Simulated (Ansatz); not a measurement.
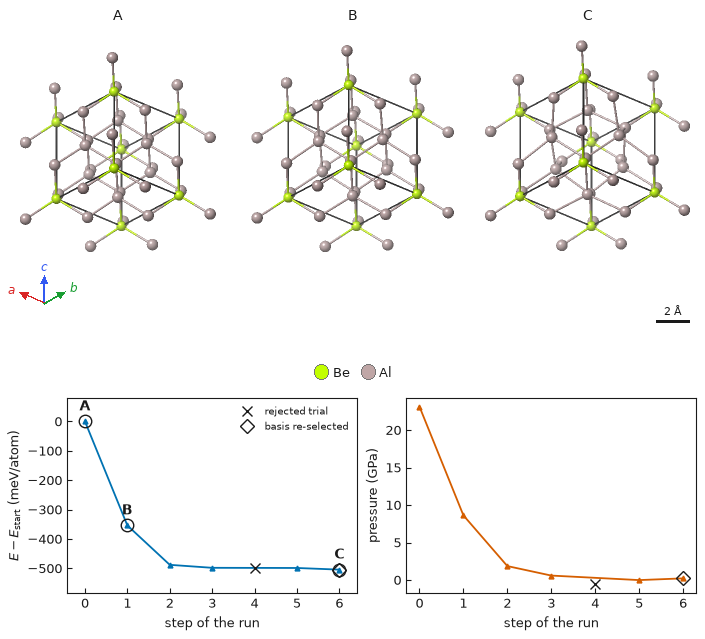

Frames of a relaxation of solid BeAl7 (a generated structure, set up in P-43m) (coarse preliminary run), marked on the history of the run. Style: ball-and-stick. Shown: the cell of the calculation, from a free direction.

Method: Ansatz 0.2.0, DFT PBE, scalar-relativistic, plane waves, PAW.

The input:
```yaml
crystal:
  lattice:
    - [5.33061069, 0.0, 0.0]
    - [0.0, 5.33061069, 0.0]
    - [0.0, 0.0, 5.33061069]
  atoms:
    - { symbol: Be, position: [0.0, 0.0, 0.0] }
    - { symbol: Al, position: [0.25261521, 0.25261521, 0.25261521] }
    - { symbol: Al, position: [0.0, 0.5, 0.5] }
    - { symbol: Al, position: [0.5, 0.5, 0.0] }
    - { symbol: Al, position: [0.5, 0.0, 0.5] }
    - { symbol: Al, position: [0.74738479, 0.25261521, 0.74738479] }
    - { symbol: Al, position: [0.74738479, 0.74738479, 0.25261521] }
    - { symbol: Al, position: [0.25261521, 0.74738479, 0.74738479] }
basis:
  ecutwfc: 420
kpoints:
  mp_grid: { grid: [4, 4, 4] }
hamiltonian:
  xc: pbe
scf:
  occupations: { method: gaussian, width: 0.1 }
  lower_state_search: "off"
output:
  forces: true
  stress: true
  eigenvalues: true
relax:
  adjacent_minimum: "off"
  f_tol: 0.04
  max_steps: 70
  cell: { stress_tol: 0.4 }
```

Command:
```bash
ansatz run input.yaml --threads 1 --pin off --max-ram 2048MiB --backend cpu --events-out ev --progress --plain --runs-dir out
```

> What happens along the run?

The energy falls by 504 meV per atom in 4 accepted moves (6 points after the start). The largest force component goes from 1.3 to 0.00068 eV/Å. The pressure goes from 23.13 to 0.22 GPa. The line search rejected the trial step at point 4 of the run. At 1 point the geometry stayed and the basis and grid were re-selected for the new cell (energy shift of 5.6 meV per atom at most each time). The largest moves relative to the cell, 0.33 Å, are those of Al2, Al6, Al7 and Al8. Al6 goes along [1 −1 1]. Be stays in place. The drawn cell changes as follows: a = b = c 5.331 → 5.850 Å (+9.7 %); the volume changes by +32.2 %. Among the contacts that change: Al2–Al3 2.300 → 2.651 Å, Be1–Al2 2.332 → 2.228 Å. Bond angles that change, for instance: Al2–Al5–Al6 108.3° → 121.9°, Al3–Al7–Al4 110.0° → 102.6°, Be1–Al7–Al3 108.9° → 115.7°. The space group stays P-43m (No. 215). The run took 20 s on 1 thread of Arm Neoverse V2 (shared host), peak memory 0.34 GiB. From step 0 to 1: Al atoms move most (0.09 Å), volume +15.4 %, energy −354 meV per atom. From step 1 to 6: Al atoms move most (0.23 Å), volume +14.6 %, energy −150 meV per atom.
